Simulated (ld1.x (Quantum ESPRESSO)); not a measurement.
**A TM potential for germanium, from input to tests**

Task: generate the file, and judge it by its errors in other configurations, its logarithmic derivatives, its ghosts and its cutoff.

Method: ld1.x (Quantum ESPRESSO) 7.5, PBEsol, scalar-relativistic.

## 1. Settings

Typed settings, in words:

| Item | Value |
| --- | --- |
| element | germanium (Ge, Z = 32) |
| type | norm-conserving Troullier–Martins (Kleinman–Bylander form) |
| frozen core | [Ar] |
| valence charge | 14 |
| reference configuration | 3d10 4s1 4p3 |
| partial waves | 4s (bound): rc 1.20 bohr; 4p (bound): rc 2.15 bohr; 3d (bound): rc 0.85 bohr |
| local potential | the d channel |
| core correction | Bessel-smoothed model core, default radius (core density twice the valence density) |

The nodes and maxima of the atom's own shells, from an earlier all-electron run, set the scale for the radii.

All-electron outer shells of the reference configuration (PBEsol, scalar-relativistic, ld1.x):

| shell | level (eV) | outermost node (bohr) | outermost maximum (bohr) |
| --- | --- | --- | --- |
| 3s | -169.91 | 0.26 | 0.54 |
| 3p | -117.22 | 0.23 | 0.54 |
| 3d | -31.05 | – | 0.50 |
| 4s | -12.70 | 0.77 | 1.73 |
| 4p | -4.59 | 0.82 | 2.16 |

## 2. Generating the potential

File Ge.in:

```
 &input
   title='Ge', zed=32., rel=1, dft='PBESOL', iswitch=3,
   config='[Ar] 3d10 4s1 4p3',
   nld=3, rlderiv=2.35, eminld=-4.0, emaxld=5.0, deld=0.02
 /
 &inputp
   pseudotype=2, tm=.true., lloc=2,
   nlcc=.true., new_core_ps=.true.,
   file_pseudopw='Ge.UPF', file_wfcaegen='ae.wfc', file_wfcncgen='nc.wfc', file_beta='beta', file_chi='chi'
 /
3
4S  1  0   1.00   0.00  1.20  1.20  0.0
4P  2  1   3.00   0.00  2.15  2.15  0.0
3D  3  2  10.00   0.00  0.85  0.85  0.0
 &test
   configts(1)='3d10 4s1 4p3'
 /
```

Command:

```bash
$ ld1.x < Ge.in > Ge.out
```

What the program wrote to Ge.out (without the banner and most projector matrices):

```text
     Program LD1 v.7.5
     --------------------------- All-electron run ----------------------------

     Ge
     scalar relativistic calculation

     atomic number is 32.00
     dft =PBESOL   lsd =0 sic =0 latt =0  beta=0.20 tr2=1.0E-14
     Exchange-correlation= PBESOL
                           (   1   4  10   8   0   0   0)
     mesh =1207 r(mesh) = 100.41023 a.u. xmin = -7.00 dx = 0.01250
     1 Ry =  13.60569312 eV, c = 137.03599908

     n l     nl                  e(Ry)          e(Ha)          e(eV)
     1 0     1S 1( 2.00)      -805.0916      -402.5458    -10953.8293
     2 0     2S 1( 2.00)      -100.8677       -50.4339     -1372.3756
     2 1     2P 1( 6.00)       -88.1849       -44.0925     -1199.8173
     3 0     3S 1( 2.00)       -12.4883        -6.2441      -169.9118
     3 1     3P 1( 6.00)        -8.6152        -4.3076      -117.2158
     3 2     3D 1(10.00)        -2.2823        -1.1412       -31.0524
     4 0     4S 1( 1.00)        -0.9334        -0.4667       -12.6995
     4 1     4P 1( 3.00)        -0.3372        -0.1686        -4.5882

     final scf error:  4.4E-15 reached in  34 iterations

     Etot =   -4194.003346 Ry,   -2097.001673 Ha,  -57062.322480 eV

     Ekin =    4269.529426 Ry,    2134.764713 Ha,   58089.907152 eV
     Encl =  -10107.850705 Ry,   -5053.925352 Ha, -137524.314821 eV
     Eh   =    1800.067056 Ry,     900.033528 Ha,   24491.159967 eV
     Exc  =    -155.749123 Ry,     -77.874562 Ha,   -2119.074777 eV

     normalization and overlap integrals

     s(1S/1S) =  1.000000  <r> =   0.0470  <r2> =    0.0030  r(max) =   0.0309
     s(2S/2S) =  1.000000  <r> =   0.2102  <r2> =    0.0521  r(max) =   0.1754
     s(2P/2P) =  1.000000  <r> =   0.1838  <r2> =    0.0414  r(max) =   0.1418
     s(3S/3S) =  1.000000  <r> =   0.6247  <r2> =    0.4502  r(max) =   0.5402
     s(3P/3P) =  1.000000  <r> =   0.6473  <r2> =    0.4933  r(max) =   0.5402
     s(3D/3D) =  1.000000  <r> =   0.7343  <r2> =    0.6913  r(max) =   0.5012
     s(4S/4S) =  1.000000  <r> =   2.0835  <r2> =    5.0132  r(max) =   1.7277
     s(4P/4P) =  1.000000  <r> =   2.7766  <r2> =    9.1455  r(max) =   2.1636

     ------------------------ End of All-electron run ------------------------

     --------------------- Generating NC pseudopotential ---------------------

      Generating local pot.: lloc=2, matching radius rcloc =   0.8500

      Computing core charge for nlcc:

       r > 0.29 : true rho core
      Core charge pseudized with two Bessel functions
      Integrated core pseudo-charge :  14.89

      Wfc   4S  rcut= 1.202  Using Troullier-Martins method

      Wfc   4P  rcut= 2.137  Using Troullier-Martins method

     ------------------- End of pseudopotential generation -------------------

     [... the all-electron block is printed once more ...]


     Computing logarithmic derivative in   2.34676
     Computing logarithmic derivative in   2.34676
     Computing the partial wave expansion
     R is outside the sphere for l=    0 j= 0.00
     R is outside the sphere for l=    1 j= 0.00
       no projector for channel:   2

     ---------------------- Testing the pseudopotential ----------------------

     Ge
     scalar relativistic calculation

     atomic number is 32.00   valence charge is 14.00
     dft =PBESOL   lsd =0 sic =0 latt =0  beta=0.20 tr2=1.0E-14
     mesh =1207 r(mesh) = 100.41023 xmin = -7.00 dx = 0.01250

     n l     nl             e AE (Ry)        e PS (Ry)    De AE-PS (Ry)
     3 2     3D   1(10.00)       -2.28231       -2.28234        0.00004
     1 0     4S   1( 1.00)       -0.93340       -0.93339       -0.00001
     2 1     4P   1( 3.00)       -0.33722       -0.33722        0.00000

     eps = 8.9E-15  iter = 21

     Etot =   -4194.003346 Ry,   -2097.001673 Ha,  -57062.322480 eV
     Etotps =  -251.837291 Ry,    -125.918645 Ha,   -3426.420893 eV

     Ekin =     267.757174 Ry,     133.878587 Ha,    3643.021939 eV
     Encl =    -592.095987 Ry,    -296.047994 Ha,   -8055.876304 eV
     Ehrt =     166.679938 Ry,      83.339969 Ha,    2267.796091 eV
     Ecxc =     -97.103979 Ry,     -48.551990 Ha,   -1321.166940 eV
     (Ecc =     -64.156715 Ry,     -32.078358 Ha,    -872.896577 eV)
     Epseu=       2.925564 Ry,       1.462782 Ha,      39.804320 eV

     ---------------------- End of pseudopotential test ----------------------
```

Run time: 2 s. Hardware: 1 thread, shared host. This counts the later configuration tests of the new file too.

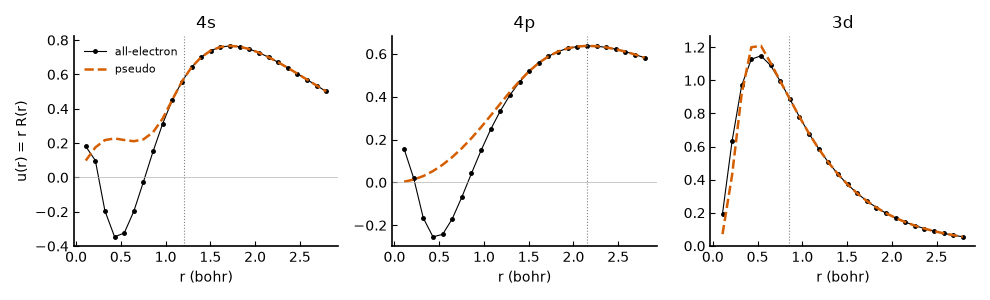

Bound waves of the atom and their pseudo partners (4s, 4p, 3d), with the matching radii dotted. The curves join 26 sampled radii, too few to resolve the innermost nodes.

## 3. Transferability test

File Ge.test.in:

```
 &input
   title='Ge', zed=32., rel=1, dft='PBESOL', iswitch=2,
   config='[Ar] 3d10 4s1 4p3'
 /
 &test
   file_pseudo='Ge.UPF', nconf=8,
   configts(1)='3d10 4s1 4p3',
   configts(2)='3d10 4s2 4p2',
   configts(3)='3d10 4s2 4p1',
   configts(4)='3d10 4s2 4p0',
   configts(5)='3d10 4s0 4p4',
   configts(6)='3d10 4s2 4p2.3',
   configts(7)='3d9 4s2 4p2',
   configts(8)='3d10 4s1 4p0'
 /
```

Command:

```bash
$ ld1.x < Ge.test.in > Ge.test.out
```

Ge.test.out, the pseudopotential blocks:

```text
     ---------------------- Testing the pseudopotential ----------------------

     Ge
     scalar relativistic calculation

     atomic number is 32.00   valence charge is 14.00
     dft =PBESOL   lsd =0 sic =0 latt =0  beta=0.20 tr2=1.0E-14
     mesh =1207 r(mesh) = 100.41023 xmin = -7.00 dx = 0.01250

     n l     nl             e AE (Ry)        e PS (Ry)    De AE-PS (Ry)
     3 2     3D   1(10.00)       -2.28231       -2.28234        0.00004
     1 0     4S   1( 1.00)       -0.93340       -0.93339       -0.00001
     2 1     4P   1( 3.00)       -0.33722       -0.33722        0.00000

     eps = 8.9E-15  iter = 21

     Etot =   -4194.003346 Ry,   -2097.001673 Ha,  -57062.322480 eV
     Etotps =  -251.837291 Ry,    -125.918645 Ha,   -3426.420894 eV

     Ekin =     267.757174 Ry,     133.878587 Ha,    3643.021938 eV
     Encl =    -592.095987 Ry,    -296.047994 Ha,   -8055.876304 eV
     Ehrt =     166.679938 Ry,      83.339969 Ha,    2267.796091 eV
     Ecxc =     -97.103979 Ry,     -48.551990 Ha,   -1321.166940 eV
     (Ecc =     -64.156715 Ry,     -32.078358 Ha,    -872.896577 eV)
     Epseu=       2.925564 Ry,       1.462782 Ha,      39.804321 eV

     ---------------------- End of pseudopotential test ----------------------

     ---------------------- Testing the pseudopotential ----------------------

     Ge
     [...]
     n l     nl             e AE (Ry)        e PS (Ry)    De AE-PS (Ry)
     3 2     3D   1(10.00)       -2.15441       -2.14980       -0.00462
     1 0     4S   1( 2.00)       -0.86312       -0.86343        0.00032
     2 1     4P   1( 2.00)       -0.28641       -0.28668        0.00026

     eps = 4.5E-15  iter = 23

     Etot =   -4194.589934 Ry,   -2097.294967 Ha,  -57070.303424 eV
     Etotps =  -252.423929 Ry,    -126.211965 Ha,   -3434.402516 eV
     dEtot_ae =      -0.586589 Ry
     dEtot_ps =      -0.586638 Ry,   Delta E=       0.000050 Ry

     [...]
     ---------------------- End of pseudopotential test ----------------------

     ---------------------- Testing the pseudopotential ----------------------

     Ge
     [...]
     n l     nl             e AE (Ry)        e PS (Ry)    De AE-PS (Ry)
     3 2     3D   1(10.00)       -2.81776       -2.80655       -0.01121  !
     1 0     4S   1( 2.00)       -1.46208       -1.46206       -0.00003
     2 1     4P   1( 1.00)       -0.82733       -0.82769        0.00035

     eps = 7.0E-15  iter = 17

     Etot =   -4194.042153 Ry,   -2097.021076 Ha,  -57062.850477 eV
     Etotps =  -251.875766 Ry,    -125.937883 Ha,   -3426.944374 eV
     dEtot_ae =      -0.038807 Ry
     dEtot_ps =      -0.038475 Ry,   Delta E=      -0.000332 Ry

     [...]
     ---------------------- End of pseudopotential test ----------------------

     ---------------------- Testing the pseudopotential ----------------------

     Ge
     [...]
     n l     nl             e AE (Ry)        e PS (Ry)    De AE-PS (Ry)
     3 2     3D   1(10.00)       -3.61817       -3.59507       -0.02310  !
     1 0     4S   1( 2.00)       -2.15220       -2.15183       -0.00037
     2 1     4P   1( 0.00)       -1.45534       -1.45613        0.00079

     eps = 4.8E-15  iter = 17

     Etot =   -4192.906700 Ry,   -2096.453350 Ha,  -57047.401848 eV
     Etotps =  -250.739650 Ry,    -125.369825 Ha,   -3411.486732 eV
     dEtot_ae =       1.096646 Ry
     dEtot_ps =       1.097641 Ry,   Delta E=      -0.000994 Ry

     [...]
     ---------------------- End of pseudopotential test ----------------------

     ---------------------- Testing the pseudopotential ----------------------

     Ge
     [...]
     n l     nl             e AE (Ry)        e PS (Ry)    De AE-PS (Ry)
     3 2     3D   1(10.00)       -2.40122       -2.40827        0.00706  !
     1 0     4S   1( 0.00)       -0.99638       -0.99631       -0.00007
     2 1     4P   1( 4.00)       -0.38282       -0.38260       -0.00022

     eps = 1.0E-15  iter = 27

     Etot =   -4193.398370 Ry,   -2096.699185 Ha,  -57054.091362 eV
     Etotps =  -251.232230 Ry,    -125.616115 Ha,   -3418.188623 eV
     dEtot_ae =       0.604976 Ry
     dEtot_ps =       0.605061 Ry,   Delta E=      -0.000085 Ry

     [...]
     ---------------------- End of pseudopotential test ----------------------

     ---------------------- Testing the pseudopotential ----------------------

     Ge
     [...]
     n l     nl             e AE (Ry)        e PS (Ry)    De AE-PS (Ry)
     3 2     3D   1(10.00)       -1.99101       -1.98734       -0.00367
     1 0     4S   1( 2.00)       -0.70991       -0.71025        0.00033
     2 1     4P   1( 2.30)       -0.14877       -0.14899        0.00021

     eps = 9.2E-15  iter = 22

     Etot =   -4194.654849 Ry,   -2097.327425 Ha,  -57071.186637 eV
     Etotps =  -252.488925 Ry,    -126.244462 Ha,   -3435.286830 eV
     dEtot_ae =      -0.651504 Ry
     dEtot_ps =      -0.651634 Ry,   Delta E=       0.000131 Ry

     [...]
     ---------------------- End of pseudopotential test ----------------------

     ---------------------- Testing the pseudopotential ----------------------

     Ge
     [...]
     n l     nl             e AE (Ry)        e PS (Ry)    De AE-PS (Ry)
     3 2     3D   1( 9.00)       -3.58068       -3.59860        0.01792  !
     1 0     4S   1( 2.00)       -1.67270       -1.67294        0.00023
     2 1     4P   1( 2.00)       -0.96977       -0.95806       -0.01171  !

     eps = 4.3E-15  iter = 28

     Etot =   -4191.746174 Ry,   -2095.873087 Ha,  -57031.612090 eV
     Etotps =  -249.569919 Ry,    -124.784959 Ha,   -3395.571730 eV
     dEtot_ae =       2.257172 Ry
     dEtot_ps =       2.267372 Ry,   Delta E=      -0.010200 Ry

     [...]
     ---------------------- End of pseudopotential test ----------------------

     ---------------------- Testing the pseudopotential ----------------------

     Ge
     [...]
     n l     nl             e AE (Ry)        e PS (Ry)    De AE-PS (Ry)
     3 2     3D   1(10.00)       -4.63902       -4.60977       -0.02925  !
     1 0     4S   1( 1.00)       -2.96839       -2.96854        0.00015
     2 1     4P   1( 0.00)       -2.20180       -2.20360        0.00180

     eps = 8.6E-15  iter = 14

     Etot =   -4190.349829 Ry,   -2095.174914 Ha,  -57012.613850 eV
     Etotps =  -248.182908 Ry,    -124.091454 Ha,   -3376.700484 eV
     dEtot_ae =       3.653517 Ry
     dEtot_ps =       3.654383 Ry,   Delta E=      -0.000866 Ry

     [...]
     ---------------------- End of pseudopotential test ----------------------
```

Energies count from the reference configuration 3d10 4s1 4p3; the error is all-electron less pseudo. The frozen-core shift comes from a second all-electron run, not shown, with the core orbitals held at their reference shape; it is that run's ΔE less the relaxed one.

```csv
valence configuration,charge,ΔE all-electron (eV),error AE − PS (meV),frozen-core shift (meV)
3d10 4s2 4p2,0,-7.981,+0.7,-0.1
3d10 4s2 4p1,+1,-0.528,-4.5,+0.5
3d10 4s2 4p0,+2,14.921,-14,+2.1
3d10 4s0 4p4,0,8.231,-1.2,+0.7
3d10 4s2 4p2.3,-0.3,-8.864,+1.8,-0.1
3d9 4s2 4p2,+1,30.710,-139,+272
3d10 4s1 4p0,+3,49.709,-12,+8.2
```

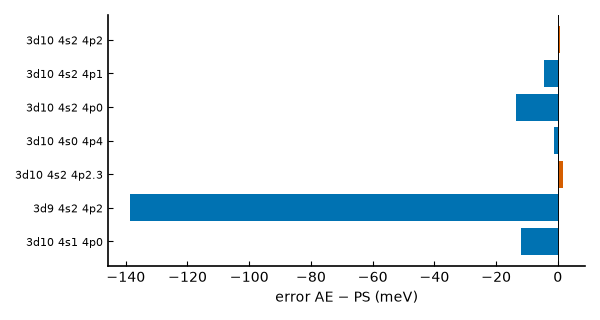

Error of the potential in each test configuration.

## 4. Does it scatter like the atom?

Taken from the files of the generation run. The phase is arctan(r·u′/u) with u = r·R, unwrapped, with energies in Ry. A pole is an energy at which the radial function vanishes at the test radius. The pseudo phase is shifted by a multiple of π to meet the all-electron one at the reference energy. Levels narrower than the energy grid can be missing from the poles. The last column is the largest difference on the grid between −1 and +1 Ry.

| channel | radius (bohr) | reference (Ry) | poles AE | poles PS | window around the reference with phases within 0.05 rad (Ry) | largest difference near zero (rad) |
| --- | --- | --- | --- | --- | --- | --- |
| s | 2.35 | -0.93 | 0.51 | 0.43, 2.66 | below 1.2 | 0.024 |
| p | 2.35 | -0.34 | 1.79 | 1.72 | below 3.4 | 0.005 |
| d | 2.35 | -2.28 | -2.24, 4.05 | -2.24, 4.12 | the whole range | 0.011 |

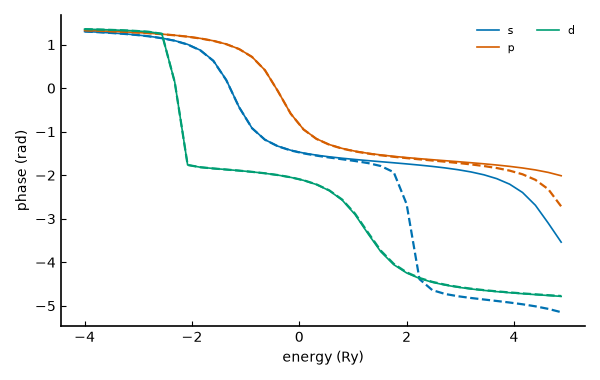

All-electron (solid) and pseudo (dashed) phases against energy.

## 5. Plane-wave convergence, by spherical Bessel functions

A separate test, outside the generator: the pseudo-atom's Hamiltonian at the reference potential is diagonalised in spherical Bessel functions j_l(qr) that vanish at 20 bohr, with q² up to the cutoff.

All-electron valence levels (Ry): 4s -0.9334, 4p -0.3372, 3d -2.2823. The lowest levels of each channel (Ry) by cutoff; the last column sums, over occupied levels, occupation times the distance from the level at 400 Ry. A positive value at high cutoff is not a bound level.

```csv
cutoff (Ry),s #1,s #2,p #1,p #2,d #1,f #1,Σ f·Δε (mRy)
8,-0.9840,-0.0347,-0.3344,0.0247,0.0526,0.1099,23404.5
15,-1.3000,-0.0556,-0.3364,0.0247,0.0501,0.1099,23690.1
25,-4.9189,-0.5686,-0.3373,0.0247,0.0448,0.1099,23632.4
40,-15.7026,-0.9025,-3.1868,-0.3372,0.0170,0.1099,23020.5
55,-21.0611,-0.9296,-8.2354,-0.3372,-0.0707,0.1099,22116.3
90,-25.2047,-0.9316,-15.7910,-0.3372,-0.5875,0.1099,16946.9
120,-26.6678,-0.9322,-19.1637,-0.3372,-1.2077,0.1099,10743.7
180,-27.9298,-0.9330,-21.1196,-0.3372,-2.0589,0.1099,2231.6
260,-28.0209,-0.9333,-21.4498,-0.3372,-2.2723,0.1099,97.2
300,-28.0209,-0.9333,-21.4546,-0.3372,-2.2811,0.1099,8.3
400,-28.0227,-0.9334,-21.4562,-0.3372,-2.2820,0.1099,0.0
```

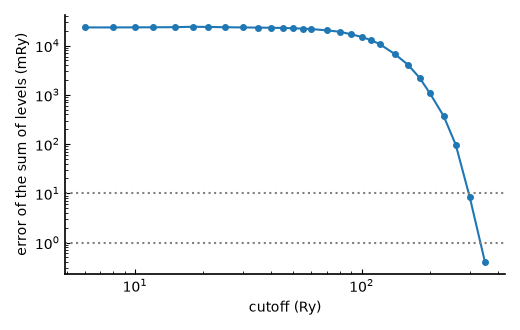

Occupation-weighted error of the valence levels against the cutoff; the dotted lines mark 10 and 1 mRy.

The sum stays within 10 mRy from 300 Ry and within 1 mRy only somewhere over 300 Ry. The sum leaves out empty levels, which can need more. Ghost test: ghost states, bound below the all-electron valence or empty levels of the same l: s at -381.3 eV, p at -291.9 eV.

## 6. Results

| quantity | value |
| --- | --- |
| cutoffs for 10 and 1 mRy, occupied levels | 300 Ry and over 300 Ry |
| bound ghosts | s at -381.27 eV, p at -291.93 eV |
| largest test error (AE − PS) | -139 meV, for 3d9 4s2 4p2 |
| largest phase difference near zero energy, channels read | 0.024 rad |

**Reading.** A bound ghost (s, p) makes it unfit for use: electrons can fall into a state that the atom doesn't have. The worst unpolarised test, 3d9 4s2 4p2, is off by 139 meV on 30.7 eV; by total energies transferability rates as poor. The potential is very hard: the looser tolerance needs 300 Ry. The tighter tolerance needs over 300 Ry, and converged work needs a cutoff nearer that. The slowest occupied level is 3d: taken alone it needs 300 Ry to come within 1 mRy, against 140 Ry for 4s. Near zero energy the phases of the channels with partial waves agree within 0.024 rad. All of this concerns the isolated atom, not yet a solid.
